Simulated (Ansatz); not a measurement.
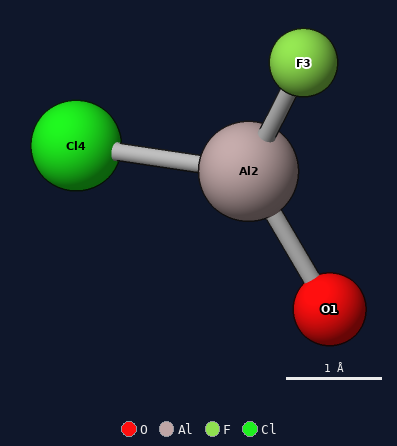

The input geometry (ball-and-stick view, seen at a tilt; atoms are numbered from 1 in the order of the input). Sticks mark near contacts. Bond lengths as drawn: Al–Cl 2.06 Å, Al–F 1.60 Å and Al–O 1.70 Å.

# Run report: AlClOF (charge +1), geometry relaxation

- system: AlClOF, charge +1
- method: HF/STO-3G, UHF (Ansatz 0.2.0)

The starting geometry was optimised with HF/STO-3G. Figures and captions count atoms from 1; the log counts them from 0 in places.

### The input
```yaml
basis:
  gaussian:
    orbitals: STO-3G
crystal:
  periodic: [false, false, false]
  atoms:
    - {symbol: O, position_ang: [0.993030, 0.594708, 1.295624]}
    - {symbol: Al, position_ang: [0.079746, -0.099316, 0.034564]}
    - {symbol: F, position_ang: [0.251040, -1.637866, -0.365728]}
    - {symbol: Cl, position_ang: [-1.268215, 1.082174, -0.984760]}
total_charge: 1
magnetization:
  spin_polarized: true
hamiltonian:
  xc: hf
relax: {}
```

Command:
```bash
ansatz run input.yaml --threads 1 --pin off --max-ram 3480MiB --events-out events.jsonl --progress --plain --runs-dir runs
```

### Output
```
The last accepted step is kept in runs//last_step.txt (removed where the run ends without a failure and the disk answers)
Functional definition: HF
  name "HF"
  exchange = exact_x
  correlation = 0
365 factors; integrals over basis functions are off by at most 1.3e-5 eV
mean field evaluation 1: about -23539.3234 eV, gradient 2.2e1 eV
mean field evaluation 2: about -23539.3389 eV, gradient 2.2e1 eV
mean field evaluation 4: about -23543.9164 eV, gradient 1.8e0 eV
mean field evaluation 8: about -23543.9721 eV, gradient 3.3e-2 eV
mean field evaluation 16: about -23543.9736 eV, gradient 2.8e-2 eV
mean field evaluation 32: about -23545.3605 eV, gradient 4.0e0 eV
mean field evaluation 64: about -23546.2618 eV, gradient 8.7e-2 eV
mean field evaluation 96: about -23545.4153 eV, gradient 3.2e0 eV
mean field evaluation 128: about -23545.5584 eV, gradient 1.0e0 eV
mean field evaluation 160: about -23543.9148 eV, gradient 4.5e0 eV
mean field evaluation 192: about -23545.1602 eV, gradient 2.4e-1 eV
mean field evaluation 224: about -23546.2586 eV, gradient 4.1e-1 eV
mean field evaluation 256: about -23545.0198 eV, gradient 2.9e-1 eV
mean field evaluation 288: about -23545.1771 eV, gradient 1.4e-1 eV
mean field evaluation 320: about -23543.8880 eV, gradient 1.8e0 eV
mean field -23546.26361458 eV, -865.3092276051 hartree, gradient 2.4e-9 eV, S^2 1.000105; 6 other end points of the search recorded, 0 dependent functions left out
the calculation of the forces begins
reference -23546.26361458 eV, -865.3092276051 hartree; 23, 23 occupied and 5, 5 virtual orbitals, 365 factors
relax step   1: F+E_penalty+E_count = -23546.26361458 eV  Δ(F+E_penalty+E_count) = +0.000e0 eV  max|allowed force component| = 6.123e0 eV/Å  Δτ_max = 0.0000 Å  (662 SCF iters, accepted)
these checks for a lower state are left out or cut short: starts, cluster_reference, orbital_swaps, neighbouring_geometries, increment
365 factors; integrals over basis functions are off by at most 1.4e-5 eV
mean field evaluation 352: about -23546.9090 eV, gradient 2.0e-1 eV
mean field -23546.94076145 eV, -865.3341122934 hartree, gradient 1.5e-9 eV, S^2 0.999682; 1 other end points of the search recorded, 0 dependent functions left out
the calculation of the forces begins
reference -23546.94076145 eV, -865.3341122934 hartree; 23, 23 occupied and 5, 5 virtual orbitals, 365 factors
relax step   2: F+E_penalty+E_count = -23546.94076145 eV  Δ(F+E_penalty+E_count) = -6.771e-1 eV  max|allowed force component| = 2.976e0 eV/Å  Δτ_max = 0.1156 Å  (149 SCF iters, accepted)
these checks for a lower state are left out or cut short: starts, cluster_reference, orbital_swaps, neighbouring_geometries, increment
366 factors; integrals over basis functions are off by at most 1.4e-5 eV
mean field evaluation 384: about -23547.2616 eV, gradient 9.6e-6 eV
mean field -23547.26156764 eV, -865.3459017035 hartree, gradient 1.2e-9 eV, S^2 0.999605; 1 other end points of the search recorded, 0 dependent functions left out
the calculation of the forces begins
reference -23547.26156764 eV, -865.3459017035 hartree; 23, 23 occupied and 5, 5 virtual orbitals, 366 factors
relax step   3: F+E_penalty+E_count = -23547.26156764 eV  Δ(F+E_penalty+E_count) = -3.208e-1 eV  max|allowed force component| = 1.013e0 eV/Å  Δτ_max = 0.1292 Å  (162 SCF iters, accepted)
these checks for a lower state are left out or cut short: starts, cluster_reference, orbital_swaps, neighbouring_geometries, increment
366 factors; integrals over basis functions are off by at most 1.4e-5 eV
mean field -23547.31834402 eV, -865.3479881973 hartree, gradient 7.5e-10 eV, S^2 0.999687; 0 other end points of the search recorded, 0 dependent functions left out
the calculation of the forces begins
reference -23547.31834402 eV, -865.3479881973 hartree; 23, 23 occupied and 5, 5 virtual orbitals, 366 factors
relax step   4: F+E_penalty+E_count = -23547.31834402 eV  Δ(F+E_penalty+E_count) = -5.678e-2 eV  max|allowed force component| = 4.560e-1 eV/Å  Δτ_max = 0.0639 Å  (113 SCF iters, accepted)
these checks for a lower state are left out or cut short: starts, cluster_reference, orbital_swaps, neighbouring_geometries, increment
365 factors; integrals over basis functions are off by at most 1.3e-5 eV
mean field evaluation 416: about -23547.3003 eV, gradient 2.4e-4 eV
mean field -23547.32928246 eV, -865.3483901774 hartree, gradient 3.9e-10 eV, S^2 0.999716; 0 other end points of the search recorded, 0 dependent functions left out
the calculation of the forces begins
reference -23547.32928246 eV, -865.3483901774 hartree; 23, 23 occupied and 5, 5 virtual orbitals, 365 factors
relax step   5: F+E_penalty+E_count = -23547.32928246 eV  Δ(F+E_penalty+E_count) = -1.094e-2 eV  max|allowed force component| = 1.020e-1 eV/Å  Δτ_max = 0.0520 Å  (131 SCF iters, accepted)
these checks for a lower state are left out or cut short: starts, cluster_reference, orbital_swaps, neighbouring_geometries, increment
365 factors; integrals over basis functions are off by at most 1.3e-5 eV
mean field -23547.33020484 eV, -865.3484240741 hartree, gradient 7.2e-10 eV, S^2 0.999697; 0 other end points of the search recorded, 0 dependent functions left out
the calculation of the forces begins
reference -23547.33020484 eV, -865.3484240741 hartree; 23, 23 occupied and 5, 5 virtual orbitals, 365 factors
relax step   6: F+E_penalty+E_count = -23547.33020484 eV  Δ(F+E_penalty+E_count) = -9.224e-4 eV  max|allowed force component| = 7.540e-3 eV/Å  Δτ_max = 0.0127 Å  (125 SCF iters, accepted)
365 factors; integrals over basis functions are off by at most 1.3e-5 eV
mean field evaluation 448: about -23547.3302 eV, gradient 8.9e-5 eV
mean field evaluation 480: about -23547.3294 eV, gradient 1.2e-3 eV
mean field evaluation 512: about -23546.6275 eV, gradient 1.2e0 eV
mean field evaluation 544: about -23546.5716 eV, gradient 1.4e0 eV
mean field evaluation 576: about -23545.6951 eV, gradient 7.6e0 eV
mean field evaluation 608: about -23544.8846 eV, gradient 1.4e-4 eV
```

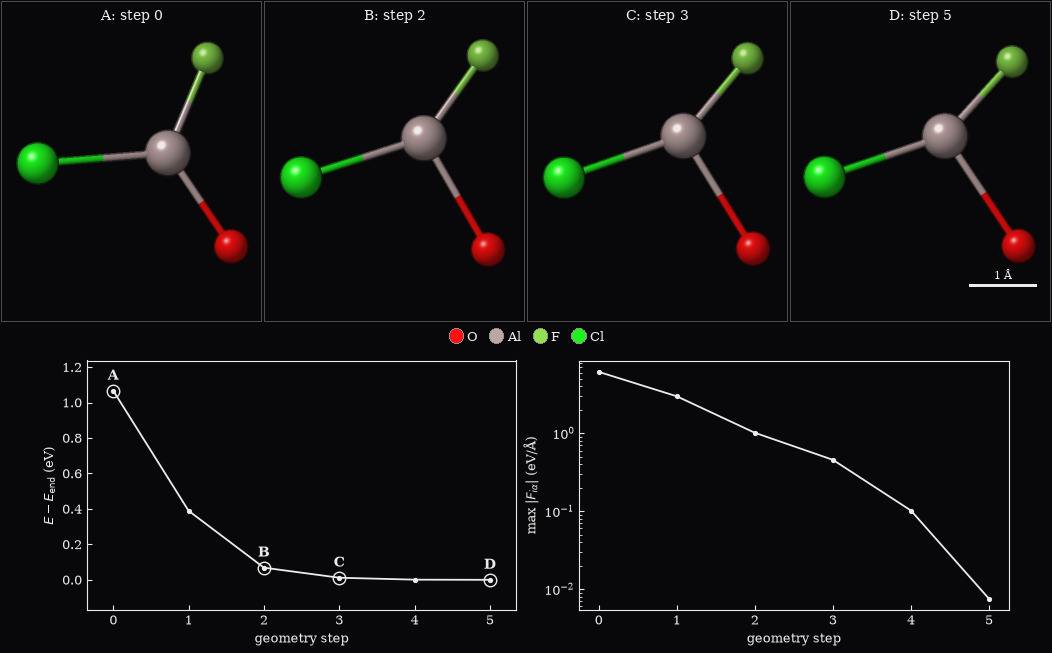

Frames of the relaxation (ball-and-stick view, seen at a tilt) above the curves, on which the letters mark them (the first geometry is step 0 here and step 1 in the log).

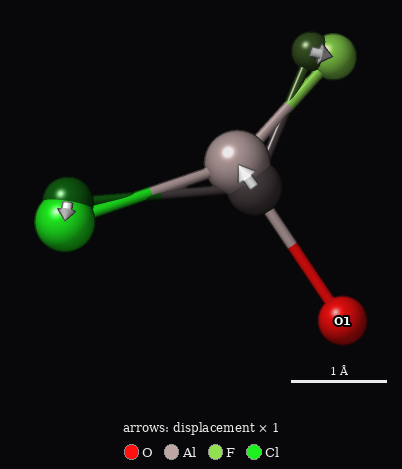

Start (faint) and end (solid) with the displacements as white arrows, at true length (ball-and-stick view, seen at a tilt). The two geometries are laid on each other by the best rigid fit. The largest move after the best rigid fit is that of Al2, 0.31 Å. Largest moves by element: Al 0.31 Å, F 0.25 Å, Cl 0.21 Å, O 0.03 Å. Distances before and after: O1–Al2 1.705 → 1.996 Å, Al2–Cl4 2.062 → 2.020 Å, Al2–F3 1.599 → 1.581 Å. Among the angles that change: F3–Al2–Cl4 119.8° → 152.2°, O1–Al2–F3 121.3° → 102.7°, O1–Al2–Cl4 118.9° → 105.0°. Over 5 geometry steps the energy falls by 1.067 eV. Largest force component: 6.1 eV/Å at the start, 0.0075 eV/Å at the end. (Atoms are counted from 1 in the order of the input.)

```
mean field -23547.33020484 eV, -865.3484240741 hartree, gradient 4.2e-6 eV, S^2 0.999697; 4 other end points of the search recorded, 0 dependent functions left out
the calculation of the forces begins
reference -23547.33020484 eV, -865.3484240741 hartree; 23, 23 occupied and 5, 5 virtual orbitals, 365 factors
Total energy: -23547.33020484 eV, -865.3484240741 hartree
Atom 0 at     0.974209     0.603131     1.278181 Å, force    -0.000717    -0.000816    -0.000653 eV/Å
Atom 1 at    -0.089704    -0.220503    -0.195754 Å, force     0.006101    -0.002458     0.003226 eV/Å
Atom 2 at     0.426338    -1.715054    -0.204341 Å, force    -0.005565     0.007538    -0.002046 eV/Å
Atom 3 at    -1.255242     1.272127    -0.898386 Å, force     0.000180    -0.004264    -0.000527 eV/Å
Dipole moment:     0.610797    -0.269077     0.564931 e Å
```

### Trajectory as extended XYZ (Å, eV, eV/Å), 6 frames, from step=1 to step=6
```
4
Properties=species:S:1:pos:R:3:forces:R:3 step=1 energy=-23546.26361
O     0.9930    0.5947    1.2956    3.2655   2.4396   4.4930
Al    0.0797   -0.0993    0.0346   -4.5709  -2.9794  -6.1227
F     0.2510   -1.6379   -0.3657    0.4925   0.6376   0.7804
Cl   -1.2682    1.0822   -0.9848    0.8129  -0.0978   0.8493
4
Properties=species:S:1:pos:R:3:forces:R:3 step=2 energy=-23546.94076
O     0.9540    0.6492    1.2739    1.6373   1.2616   2.2673
Al    0.0261   -0.1608   -0.0473   -1.9420  -2.2468  -2.9758
F     0.3076   -1.7083   -0.3309    0.2166   0.7639   0.5280
Cl   -1.2322    1.1596   -0.9160    0.0880   0.2213   0.1805
4
Properties=species:S:1:pos:R:3:forces:R:3 step=3 energy=-23547.26157
O     0.9365    0.6856    1.2687    0.4107   0.1405   0.5016
Al   -0.0308   -0.2337   -0.1375   -0.8313  -0.2817  -1.0133
F     0.3770   -1.7690   -0.2783    0.0065   0.6345   0.2487
Cl   -1.2271    1.2568   -0.8732    0.4141  -0.4934   0.2630
4
Properties=species:S:1:pos:R:3:forces:R:3 step=4 energy=-23547.31834
O     0.9545    0.6595    1.2783    0.0231  -0.1310  -0.0246
Al   -0.0744   -0.2332   -0.1843    0.2227  -0.4560   0.0676
F     0.4033   -1.7468   -0.2414   -0.0316   0.3437   0.0973
Cl   -1.2278    1.2602   -0.8729   -0.2142   0.2433  -0.1404
4
Properties=species:S:1:pos:R:3:forces:R:3 step=5 energy=-23547.32928
O     0.9771    0.6131    1.2854   -0.0582  -0.0640  -0.0882
Al   -0.0875   -0.2219   -0.1951    0.0638  -0.0279   0.0604
F     0.4210   -1.7210   -0.2118   -0.0175   0.1020   0.0191
Cl   -1.2550    1.2694   -0.8987    0.0119  -0.0101   0.0086
4
Properties=species:S:1:pos:R:3:forces:R:3 step=6 energy=-23547.33020
O     0.9742    0.6031    1.2782   -0.0007  -0.0008  -0.0007
Al   -0.0897   -0.2205   -0.1958    0.0061  -0.0025   0.0032
F     0.4263   -1.7151   -0.2043   -0.0056   0.0075  -0.0020
Cl   -1.2552    1.2721   -0.8984    0.0002  -0.0043  -0.0005
```

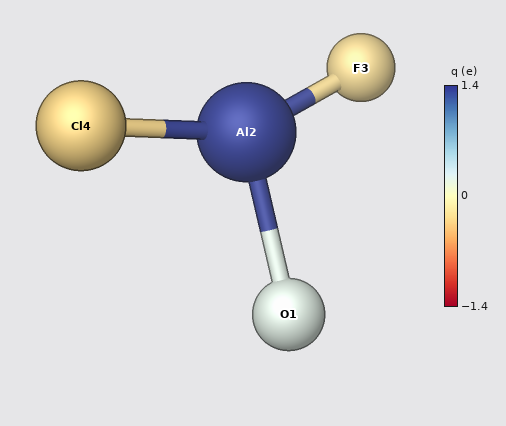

Mulliken charges, as the colour of each atom (ball-and-stick view, seen at a tilt; atoms are numbered from 1 in the order of the input; Mulliken charges depend strongly on the basis). By element: O +0.21, Al +1.35, F −0.27 and Cl −0.30 e.

### Key numbers

- outcome: converged
- total energy: −865.348424 hartree
- basis functions: 28
- largest force: 0.010 eV/Å
- ⟨S²⟩: 1.000
- SCF solution under orbital rotations: stable
- hardware: 1 thread of Arm Neoverse V2, 112 GiB of memory available, shared host
- wall time: 7.2 s
- peak memory: 0.1 GiB

⟨S²⟩ is 1.00 against 0.00 for a pure state: the solution is spin-contaminated.
